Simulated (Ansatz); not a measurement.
**C₂H₅Cl + H radical: a complex and its separated parts, part 1 of 2**

The complex below is one end of an elementary step. How strongly is it bound against its free parts?

The runs use Ansatz 0.2.0, Gaussian basis; PBE0-D4/def2-TZVP structures, single points in def2-TZVPP, no counterpoise correction.

Levels: SPW92, PBE-D4, BLYP-D4, r2SCAN-D4, B97M-V, PBE0-D4, B3LYP-D4, r2SCAN0-D4, BHLYP-D4, CAM-B3LYP-D4, wB97X-V, wB97M-V, B2PLYP, PBE-QIDH, Hartree-Fock, MP2, CCSD, CCSD(T).

Cores are frozen in the correlated methods. Orbitals are unrestricted. B3LYP uses VWN-RPA correlation. B2PLYP carries no dispersion term here.

94 further runs of the same task are left out: 94 set aside as unsound or not needed. Runs told in other sessions of the task aren't counted.

### 1 Starting geometry

The complex: 9 atoms, charge 0, spin multiplicity 2.

Atoms are counted from 1 here; the program's logs count them from 0.

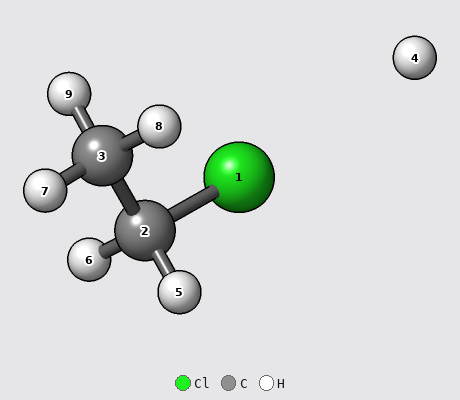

As it starts; chlorine green, carbon grey, hydrogen white; atoms are numbered from 1 in the order of the file.

Geometry (Å):

```
Cl   -1.2584    0.1372   -0.8435
C     0.4083    0.5519   -0.3466
C     0.8700   -0.3063    0.8028
H    -4.4281   -0.8476   -1.5831
H     0.3945    1.6093   -0.0848
H     1.0320    0.4187   -1.2299
H     1.8905   -0.0279    1.0814
H     0.2270   -0.1728    1.6739
H     0.8640   -1.3625    0.5297
```

Its parts: C₂H₅Cl holds atoms 1, 2, 3, 5, 6, 7, 8, 9; H radical holds atoms 4. Each part counts its atoms afresh in its own runs.

### 2 Relaxing C₂H₅Cl alone

relax-a/in.yaml reads:

```yaml
crystal:
  periodic: [false, false, false]
  atoms:
    - {symbol: Cl, position_ang: [-1.258386, 0.137203, -0.843482]}
    - {symbol: C, position_ang: [0.408319, 0.551894, -0.346577]}
    - {symbol: C, position_ang: [0.870039, -0.306305, 0.802762]}
    - {symbol: H, position_ang: [0.394512, 1.609344, -0.084822]}
    - {symbol: H, position_ang: [1.032003, 0.418698, -1.229852]}
    - {symbol: H, position_ang: [1.890515, -0.027893, 1.081425]}
    - {symbol: H, position_ang: [0.227008, -0.172836, 1.673909]}
    - {symbol: H, position_ang: [0.864031, -1.362541, 0.529749]}
basis:
  gaussian: {orbitals: def2-TZVP}
hamiltonian: {xc: pbe0, dispersion: d4}
relax: {f_tol: 0.005, max_steps: 200}
```

Launch:

```bash
ansatz run in.yaml --threads 4 --pin off --events-out ev --progress --plain --max-ram 9574MiB
```

Output, cut to the lines that bear on the results:

```text
Functional definition: PBE0
  name "PBE0"
  cite "Adamo & Barone, J. Chem. Phys. 110, 6158 (1999) doi:10.1063/1.478522"
  cite "Perdew, Burke & Ernzerhof, Phys. Rev. Lett. 77, 3865 (1996) doi:10.1103/PhysRevLett.77.3865"
  parent pbe
[...]
848 factors; their error is unknown
[...]
mean field -14672.84399506 eV, -539.2170712078 hartree, gradient 1.2e-5 eV, S^2 0.000000; 0 other end points of the search recorded, 0 dependent functions left out
[...]
reference -14672.84402028 eV, -539.2170721343 hartree; 17, 17 occupied and 112, 112 virtual orbitals, 848 factors
relax step   1: F+E_penalty+E_count = -14672.93962720 eV  Δ(F+E_penalty+E_count) = +0.000e0 eV  max|allowed force component| = 2.265e-3 eV/Å  Δτ_max = 0.0000 Å  (26 SCF iters, accepted)
Total energy: -14672.93965241 eV, -539.2205865505 hartree
Atom 0 at    -1.258386     0.137203    -0.843482 Å, force     0.001480     0.000427     0.000814 eV/Å
Atom 1 at     0.408319     0.551894    -0.346577 Å, force    -0.002265    -0.000758    -0.001742 eV/Å
Atom 2 at     0.870039    -0.306305     0.802762 Å, force     0.000808     0.000246     0.000814 eV/Å
Atom 3 at     0.394512     1.609344    -0.084822 Å, force     0.000349    -0.000613     0.000423 eV/Å
Atom 4 at     1.032003     0.418698    -1.229852 Å, force     0.000479     0.000133     0.000637 eV/Å
Atom 5 at     1.890515    -0.027893     1.081425 Å, force    -0.000019     0.000385    -0.000374 eV/Å
Atom 6 at     0.227008    -0.172836     1.673909 Å, force    -0.000554     0.000321     0.000193 eV/Å
Atom 7 at     0.864031    -1.362541     0.529749 Å, force    -0.000278    -0.000141    -0.000765 eV/Å
Dipole moment:     0.399865     0.072940     0.146802 e Å
```

It took 0.9 s on 4 threads of Arm Neoverse V2, shared host.

Distances of close pairs at the start and the end, largest changes first:

```tsv
bond	before (Å)	after (Å)	change (Å)
Cl1–C2	1.788	1.788	+0.000
C2–C3	1.507	1.507	+0.000
C2–H4	1.089	1.089	+0.000
C2–H5	1.089	1.089	+0.000
C3–H6	1.094	1.094	+0.000
C3–H7	1.091	1.091	+0.000
C3–H8	1.091	1.091	+0.000
```

### 3 SPW92/def2-TZVPP

parta/in.yaml reads:

```yaml
crystal:
  periodic: [false, false, false]
  atoms:
    - {symbol: Cl, position_ang: [-1.258386, 0.137203, -0.843482]}
    - {symbol: C, position_ang: [0.408319, 0.551894, -0.346577]}
    - {symbol: C, position_ang: [0.870039, -0.306305, 0.802762]}
    - {symbol: H, position_ang: [0.394512, 1.609344, -0.084822]}
    - {symbol: H, position_ang: [1.032003, 0.418698, -1.229852]}
    - {symbol: H, position_ang: [1.890515, -0.027893, 1.081425]}
    - {symbol: H, position_ang: [0.227008, -0.172836, 1.673909]}
    - {symbol: H, position_ang: [0.864031, -1.362541, 0.529749]}
basis:
  gaussian: {orbitals: def2-TZVPP}
hamiltonian: {xc: lda}
```

Launch:

```bash
ansatz run in.yaml --threads 4 --pin off --events-out ev --progress --plain --max-ram 9574MiB
```

Output:

```text
Functional definition: SPW92
  name "SPW92"
  cite "Dirac, Proc. Camb. Phil. Soc. 26, 376 (1930) doi:10.1017/S0305004100016108"
  cite "Slater, Phys. Rev. 81, 385 (1951) doi:10.1103/PhysRev.81.385"
  cite "Perdew & Wang, Phys. Rev. B 45, 13244 (1992) doi:10.1103/PhysRevB.45.13244"
  exchange = slater_x
  correlation = pw_c
949 factors; their error is unknown
mean field evaluation 1: about -14606.9396 eV, gradient 7.0e1 eV
mean field evaluation 2: about -14583.5232 eV, gradient 1.1e2 eV
mean field evaluation 4: about -14618.2586 eV, gradient 8.7e0 eV
mean field evaluation 8: about -14618.3886 eV, gradient 5.0e-1 eV
mean field evaluation 16: about -14618.3889 eV, gradient 7.2e-5 eV
mean field -14618.38894175 eV, -537.2158849096 hartree, gradient 7.2e-5 eV, S^2 0.000000; 0 other end points of the search recorded, 0 dependent functions left out
reference -14618.38897453 eV, -537.2158861141 hartree; 17, 17 occupied and 157, 157 virtual orbitals, 949 factors
Total energy: -14618.38897453 eV, -537.2158861141 hartree
```

It took 0.5 s on 4 threads of Arm Neoverse V2, shared host.

### 4 PBE-D4/def2-TZVPP

Edit parta/in.yaml of step 3 so:

```diff
@@ -13,2 +13,2 @@
   gaussian: {orbitals: def2-TZVPP}
-hamiltonian: {xc: lda}
+hamiltonian: {xc: pbe, dispersion: d4}
```

Launch:

```bash
ansatz run in.yaml --threads 4 --pin off --events-out ev --progress --plain --max-ram 9574MiB
```

Output:

```text
Functional definition: PBE
  name "PBE"
[... 2 set-up lines as earlier in the session ...]
  parameter kappa = 0.804
  parameter beta = 0.06672455060314922
  exchange = pbe_x(kappa = kappa, mu = beta*pi^2/3)
  correlation = pbe_c(beta = beta)
949 factors; their error is unknown
mean field evaluation 1: about -14661.0475 eV, gradient 6.7e1 eV
mean field evaluation 2: about -14640.6580 eV, gradient 1.1e2 eV
mean field evaluation 4: about -14671.3434 eV, gradient 7.7e0 eV
mean field evaluation 8: about -14671.4401 eV, gradient 5.2e-1 eV
mean field evaluation 16: about -14671.4404 eV, gradient 1.8e-5 eV
mean field -14671.44042679 eV, -539.1654910251 hartree, gradient 1.8e-5 eV, S^2 0.000000; 0 other end points of the search recorded, 0 dependent functions left out
reference -14671.44046248 eV, -539.1654923365 hartree; 17, 17 occupied and 157, 157 virtual orbitals, 949 factors
Total energy: -14671.55620263 eV, -539.1697457086 hartree
```

Run time: 0.75 s. Hardware: 4 threads of Arm Neoverse V2, shared host.

### 5 BLYP-D4/def2-TZVPP

Edit parta/in.yaml of step 4 so:

```diff
@@ -13,2 +13,2 @@
   gaussian: {orbitals: def2-TZVPP}
-hamiltonian: {xc: pbe, dispersion: d4}
+hamiltonian: {xc: {name: BLYP}, dispersion: d4}
```

Launch:

```bash
ansatz run in.yaml --threads 4 --pin off --events-out ev --progress --plain --max-ram 9574MiB
```

Output:

```text
Functional definition: BLYP
  name "BLYP"
  cite "Becke, Phys. Rev. A 38, 3098 (1988) doi:10.1103/PhysRevA.38.3098"
  cite "Lee, Yang & Parr, Phys. Rev. B 37, 785 (1988) doi:10.1103/PhysRevB.37.785"
  parameter beta = 0.0042
  parameter a = 0.04918
  parameter b = 0.132
  parameter c = 0.2533
  parameter d = 0.349
  exchange = b88_x(beta = beta)
  correlation = lyp_c(a = a, b = b, c = c, d = d)
949 factors; their error is unknown
mean field evaluation 1: about -14666.9185 eV, gradient 7.0e1 eV
mean field evaluation 2: about -14642.8872 eV, gradient 1.1e2 eV
mean field evaluation 4: about -14678.1421 eV, gradient 8.7e0 eV
mean field evaluation 8: about -14678.2697 eV, gradient 5.5e-1 eV
mean field evaluation 16: about -14678.2701 eV, gradient 7.2e-5 eV
mean field -14678.27005908 eV, -539.4164753825 hartree, gradient 7.2e-5 eV, S^2 0.000000; 0 other end points of the search recorded, 0 dependent functions left out
reference -14678.27038908 eV, -539.4164875097 hartree; 17, 17 occupied and 157, 157 virtual orbitals, 949 factors
Total energy: -14678.53635153 eV, -539.4262614494 hartree
```

It took 0.75 s on 4 threads of Arm Neoverse V2, shared host.

### 6 r2SCAN-D4/def2-TZVPP

Edit parta/in.yaml of step 5 so:

```diff
@@ -13,2 +13,2 @@
   gaussian: {orbitals: def2-TZVPP}
-hamiltonian: {xc: {name: BLYP}, dispersion: d4}
+hamiltonian: {xc: r2scan, dispersion: d4}
```

Launch:

```bash
ansatz run in.yaml --threads 4 --pin off --events-out ev --progress --plain --max-ram 9574MiB
```

Output:

```text
Functional definition: r2SCAN
  name "r2SCAN"
  cite "Furness, Kaplan, Ning, Perdew & Sun, J. Phys. Chem. Lett. 11, 8208 (2020) doi:10.1021/acs.jpclett.0c02405"
  cite "Furness, Kaplan, Ning, Perdew & Sun, J. Phys. Chem. Lett. 11, 9248 (2020) doi:10.1021/acs.jpclett.0c03077"
  parent r2scan
  parameter k0 = 0.174
  parameter k1 = 0.065
  parameter a1 = 4.9479
  exchange = r2scan_x(k0 = k0, k1 = k1, a1 = a1)
  correlation = r2scan_c
949 factors; their error is unknown
mean field evaluation 1: about -14669.1695 eV, gradient 6.0e1 eV
mean field evaluation 2: about -14659.2358 eV, gradient 8.4e1 eV
mean field evaluation 4: about -14677.4330 eV, gradient 4.7e0 eV
mean field evaluation 8: about -14677.4835 eV, gradient 5.7e-2 eV
mean field evaluation 16: about -14677.4524 eV, gradient 9.5e-5 eV
mean field -14677.45244637 eV, -539.3864286696 hartree, gradient 1.4e-5 eV, S^2 0.000000; 0 other end points of the search recorded, 0 dependent functions left out
reference -14677.45245611 eV, -539.3864290275 hartree; 17, 17 occupied and 157, 157 virtual orbitals, 949 factors
Total energy: -14677.47983285 eV, -539.3874351040 hartree
```

Wall time 1.8 s (4 threads of Arm Neoverse V2, shared host).

### 7 B97M-V/def2-TZVPP

Edit parta/in.yaml of step 6 so:

```diff
@@ -13,2 +13,2 @@
   gaussian: {orbitals: def2-TZVPP}
-hamiltonian: {xc: r2scan, dispersion: d4}
+hamiltonian: {xc: {name: B97M-V}}
```

Launch:

```bash
ansatz run in.yaml --threads 4 --pin off --events-out ev --progress --plain --max-ram 9574MiB
```

Output, cut to the lines that bear on the results:

```text
Functional definition: B97M-V
  name "B97M-V"
  cite "Mardirossian & Head-Gordon, J. Chem. Phys. 142, 074111 (2015) doi:10.1063/1.4907719"
  cite "Becke, J. Chem. Phys. 107, 8554 (1997) doi:10.1063/1.475007"
  cite "Vydrov & Van Voorhis, J. Chem. Phys. 133, 244103 (2010) doi:10.1063/1.3521275"
  # Of w^i u^j: cxij and so on, Table III.
[...]
  gx(w, u) = cx00 + cx01*u + cx02*u^2 + (cx10 + cx11*u)*w
  gss(w, u) = css00 + css02*u^2 + css10*w + (css32*w^3 + css42*w^4)*u^2
  gos(w, u) = cos00 + cos01*u + cos03*u^3 + cos10*w + cos32*w^3*u^2
[...]
      + integral(e_c_pw_mod_opposite_spin*gos(b97_w_opposite, b97_u_opposite)) + vv10(b, c)
949 factors; their error is unknown
[...]
mean field -14676.48227067 eV, -539.3507753702 hartree, gradient 3.9e-5 eV, S^2 0.000000; 0 other end points of the search recorded, 0 dependent functions left out
reference -14676.48231979 eV, -539.3507771754 hartree; 17, 17 occupied and 157, 157 virtual orbitals, 949 factors
Total energy: -14676.48231979 eV, -539.3507771754 hartree
```

It took 3.6 s on 4 threads of Arm Neoverse V2, shared host.

### 8 PBE0-D4/def2-TZVPP

Edit parta/in.yaml of step 7 so:

```diff
@@ -13,2 +13,3 @@
   gaussian: {orbitals: def2-TZVPP}
-hamiltonian: {xc: {name: B97M-V}}
+hamiltonian: {xc: pbe0, dispersion: d4}
+output: {orbitals: {seedname: orbitals}}
```

Launch:

```bash
ansatz run in.yaml --threads 4 --pin off --events-out ev --progress --plain --max-ram 9574MiB
```

Output, cut to the lines that bear on the results:

```text
[... 5 set-up lines as earlier in the session ...]
  parameter a = 0.25
[... 2 set-up lines as earlier in the session ...]
  exchange = (1 - a)*pbe_x(kappa = kappa, mu = beta*pi^2/3) + a*exact_x
[... 1 set-up line as earlier in the session ...]
980 factors; their error is unknown
mean field evaluation 1: about -14667.2775 eV, gradient 4.9e1 eV
mean field evaluation 2: about -14664.2651 eV, gradient 5.9e1 eV
mean field evaluation 4: about -14672.8563 eV, gradient 2.5e0 eV
mean field evaluation 8: about -14672.8897 eV, gradient 6.0e-2 eV
mean field -14672.88974786 eV, -539.2187525920 hartree, gradient 2.1e-5 eV, S^2 0.000000; 0 other end points of the search recorded, 0 dependent functions left out
reference -14672.88977383 eV, -539.2187535462 hartree; 17, 17 occupied and 157, 157 virtual orbitals, 980 factors
Total energy: -14672.98540596 eV, -539.2222679624 hartree
```

Wall time 1.1 s (4 threads of Arm Neoverse V2, shared host).

### 9 B3LYP-D4/def2-TZVPP

Edit parta/in.yaml of step 8 so:

```diff
@@ -13,3 +13,2 @@
   gaussian: {orbitals: def2-TZVPP}
-hamiltonian: {xc: pbe0, dispersion: d4}
-output: {orbitals: {seedname: orbitals}}
+hamiltonian: {xc: {name: B3LYP}, dispersion: d4}
```

Launch:

```bash
ansatz run in.yaml --threads 4 --pin off --events-out ev --progress --plain --max-ram 9574MiB
```

Output, cut to the lines that bear on the results:

```text
Functional definition: B3LYP
  name "B3LYP"
  cite "Stephens, Devlin, Chabalowski & Frisch, J. Phys. Chem. 98, 11623 (1994) doi:10.1021/j100096a001"
[... 2 set-up lines as earlier in the session ...]
  cite "Vosko, Wilk & Nusair, Can. J. Phys. 58, 1200 (1980) doi:10.1139/p80-159"
[...]
968 factors; their error is unknown
[...]
mean field -14680.31036146 eV, -539.4914551121 hartree, gradient 6.9e-5 eV, S^2 0.000000; 0 other end points of the search recorded, 0 dependent functions left out
reference -14680.31060244 eV, -539.4914639677 hartree; 17, 17 occupied and 157, 157 virtual orbitals, 968 factors
Total energy: -14680.49740897 eV, -539.4983289810 hartree
```

It took 1.1 s on 4 threads of Arm Neoverse V2, shared host.

### 10 r2SCAN0-D4/def2-TZVPP

Edit parta/in.yaml of step 9 so:

```diff
@@ -13,2 +13,2 @@
   gaussian: {orbitals: def2-TZVPP}
-hamiltonian: {xc: {name: B3LYP}, dispersion: d4}
+hamiltonian: {xc: {name: r2SCAN0}, dispersion: d4}
```

Launch:

```bash
ansatz run in.yaml --threads 4 --pin off --events-out ev --progress --plain --max-ram 9574MiB
```

Output, cut to the lines that bear on the results:

```text
Functional definition: r2SCAN0
  name "r2SCAN0"
  cite "Bursch, Neugebauer, Ehlert & Grimme, J. Chem. Phys. 156, 134105 (2022) doi:10.1063/5.0086040"
[... 3 set-up lines as earlier in the session ...]
[...]
980 factors; their error is unknown
[...]
mean field -14677.21932078 eV, -539.3778614620 hartree, gradient 3.0e-5 eV, S^2 0.000000; 0 other end points of the search recorded, 0 dependent functions left out
reference -14677.21932851 eV, -539.3778617460 hartree; 17, 17 occupied and 157, 157 virtual orbitals, 980 factors
Total energy: -14677.25090087 eV, -539.3790220091 hartree
```

It took 1.7 s on 4 threads of Arm Neoverse V2, shared host.

### 11 BHLYP-D4/def2-TZVPP

Edit parta/in.yaml of step 10 so:

```diff
@@ -13,2 +13,2 @@
   gaussian: {orbitals: def2-TZVPP}
-hamiltonian: {xc: {name: r2SCAN0}, dispersion: d4}
+hamiltonian: {xc: {name: BHLYP}, dispersion: d4}
```

Launch:

```bash
ansatz run in.yaml --threads 4 --pin off --events-out ev --progress --plain --max-ram 9574MiB
```

Output, cut to the lines that bear on the results:

```text
Functional definition: BHLYP
  name "BHLYP"
  cite "Becke, J. Chem. Phys. 98, 1372 (1993) doi:10.1063/1.464304"
[... 2 set-up lines as earlier in the session ...]
  parameter a = 0.5
  exchange = (1 - a)*b88_x + a*exact_x
  correlation = lyp_c
1081 factors; their error is unknown
mean field evaluation 1: about -14674.7872 eV, gradient 3.9e1 eV
mean field evaluation 2: about -14675.4764 eV, gradient 3.4e1 eV
mean field evaluation 4: about -14678.2118 eV, gradient 1.4e0 eV
mean field evaluation 8: about -14678.2839 eV, gradient 4.5e-1 eV
mean field evaluation 16: about -14678.2842 eV, gradient 2.6e-5 eV
mean field -14678.28420417 eV, -539.4169952049 hartree, gradient 2.6e-5 eV, S^2 0.000000; 0 other end points of the search recorded, 0 dependent functions left out
reference -14678.28436532 eV, -539.4170011270 hartree; 17, 17 occupied and 157, 157 virtual orbitals, 1081 factors
Total energy: -14678.41354435 eV, -539.4217483687 hartree
```

Wall time 0.95 s (4 threads of Arm Neoverse V2, shared host).

### 12 CAM-B3LYP-D4/def2-TZVPP

Edit parta/in.yaml of step 11 so:

```diff
@@ -13,2 +13,2 @@
   gaussian: {orbitals: def2-TZVPP}
-hamiltonian: {xc: {name: BHLYP}, dispersion: d4}
+hamiltonian: {xc: {name: CAM-B3LYP}, dispersion: d4}
```

Launch:

```bash
ansatz run in.yaml --threads 4 --pin off --events-out ev --progress --plain --max-ram 9574MiB
```

Output, cut to the lines that bear on the results:

```text
Functional definition: CAM-B3LYP
  name "CAM-B3LYP"
  cite "Yanai, Tew & Handy, Chem. Phys. Lett. 393, 51 (2004) doi:10.1016/j.cplett.2004.06.011"
  cite "Iikura, Tsuneda, Yanai & Hirao, J. Chem. Phys. 115, 3540 (2001) doi:10.1063/1.1383587"
[... 3 set-up lines as earlier in the session ...]
[...]
  # Exact exchange under (alpha + beta erf(omega r))/r, Becke's under what is left of 1/r.
[...]
968 factors; their error is unknown
228 factors; integrals over basis functions are off by at most 1.2e-5 eV
[...]
mean field -14678.79089560 eV, -539.4356157714 hartree, gradient 2.1e-5 eV, S^2 0.000000; 0 other end points of the search recorded, 0 dependent functions left out
reference -14678.79101343 eV, -539.4356201017 hartree; 17, 17 occupied and 157, 157 virtual orbitals, 968 factors
Total energy: -14678.88594696 eV, -539.4391088445 hartree
```

Run time: 1.1 s. Hardware: 4 threads of Arm Neoverse V2, shared host.

### 13 wB97X-V/def2-TZVPP

Edit parta/in.yaml of step 12 so:

```diff
@@ -13,2 +13,2 @@
   gaussian: {orbitals: def2-TZVPP}
-hamiltonian: {xc: {name: CAM-B3LYP}, dispersion: d4}
+hamiltonian: {xc: {name: wB97X-V}}
```

Launch:

```bash
ansatz run in.yaml --threads 4 --pin off --events-out ev --progress --plain --max-ram 9574MiB
```

Output, cut to the lines that bear on the results:

```text
Functional definition: wB97X-V
  name "wB97X-V"
  cite "Mardirossian & Head-Gordon, Phys. Chem. Chem. Phys. 16, 9904 (2014) doi:10.1039/C3CP54374A"
[... 2 set-up lines as earlier in the session ...]
[...]
      + integral(e_c_pw_opposite_spin*poly(b97_u_opposite, cos0, cos1)) + vv10(b, c)
965 factors; their error is unknown
224 factors; integrals over basis functions are off by at most 1.9e-5 eV
[...]
mean field -14677.23928416 eV, -539.3785951026 hartree, gradient 3.8e-5 eV, S^2 0.000000; 0 other end points of the search recorded, 0 dependent functions left out
reference -14677.23928251 eV, -539.3785950420 hartree; 17, 17 occupied and 157, 157 virtual orbitals, 965 factors
Total energy: -14677.23928251 eV, -539.3785950420 hartree
```

Wall time 2.8 s (4 threads of Arm Neoverse V2, shared host).

### 14 wB97M-V/def2-TZVPP

Edit parta/in.yaml of step 13 so:

```diff
@@ -13,2 +13,2 @@
   gaussian: {orbitals: def2-TZVPP}
-hamiltonian: {xc: {name: wB97X-V}}
+hamiltonian: {xc: {name: wB97M-V}}
```

Launch:

```bash
ansatz run in.yaml --threads 4 --pin off --events-out ev --progress --plain --max-ram 9574MiB
```

Output, cut to the lines that bear on the results:

```text
Functional definition: wB97M-V
  name "wB97M-V"
  cite "Mardirossian & Head-Gordon, J. Chem. Phys. 144, 214110 (2016) doi:10.1063/1.4952647"
[... 2 set-up lines as earlier in the session ...]
  # Of w^i u^j: cxij and so on, Table III.
[...]
  gx(w, u) = 1 - cx + cx01*u + cx10*w
  gss(w, u) = css00 + css04*u^4 + css10*w + css20*w^2 + css43*w^4*u^3
  gos(w, u) = cos00 + cos10*w + (cos20 + cos21*u)*w^2 + (cos60 + cos61*u)*w^6
[...]
      + integral(e_c_pw_mod_opposite_spin*gos(b97_w_opposite, b97_u_opposite)) + vv10(b, c)
965 factors; their error is unknown
224 factors; integrals over basis functions are off by at most 1.9e-5 eV
[...]
mean field -14677.67124951 eV, -539.3944695368 hartree, gradient 4.1e-5 eV, S^2 0.000000; 0 other end points of the search recorded, 0 dependent functions left out
reference -14677.67128926 eV, -539.3944709973 hartree; 17, 17 occupied and 157, 157 virtual orbitals, 965 factors
Total energy: -14677.67128926 eV, -539.3944709973 hartree
```

Wall time 3.1 s (4 threads of Arm Neoverse V2, shared host).

### 15 B2PLYP/def2-TZVPP

Edit parta/in.yaml of step 14 so:

```diff
@@ -13,2 +13,2 @@
   gaussian: {orbitals: def2-TZVPP}
-hamiltonian: {xc: {name: wB97M-V}}
+hamiltonian: {xc: {name: B2PLYP}}
```

Launch:

```bash
ansatz run in.yaml --threads 4 --pin off --events-out ev --progress --plain --max-ram 9574MiB
```

Output, cut to the lines that bear on the results:

```text
Functional definition: B2PLYP
  name "B2PLYP"
  cite "Grimme, J. Chem. Phys. 124, 034108 (2006) doi:10.1063/1.2148954"
[... 2 set-up lines as earlier in the session ...]
[...]
1004 factors; integrals over basis functions are off by at most 9.9e-4 eV
[...]
mean field -14669.17364080 eV, -539.0821881763 hartree, gradient 1.3e-6 eV, S^2 0.000000; 0 other end points of the search recorded, 0 dependent functions left out
7 core orbitals not correlated: weight in the atoms' cores, before any rotation towards them, 1.000 or more for the frozen orbitals, at most 0.000 for the correlated occupied ones
reference -14669.17379202 eV, -539.0821937336 hartree; 10, 10 occupied and 157, 157 virtual orbitals, 1004 factors
second order -17.98954229 eV of doubles, -0.00000000 eV of singles
Total energy: -14674.03096844 eV, -539.2606916747 hartree
```

It took 1.6 s on 4 threads of Arm Neoverse V2, shared host.

(Continued in part 2 of 2.)
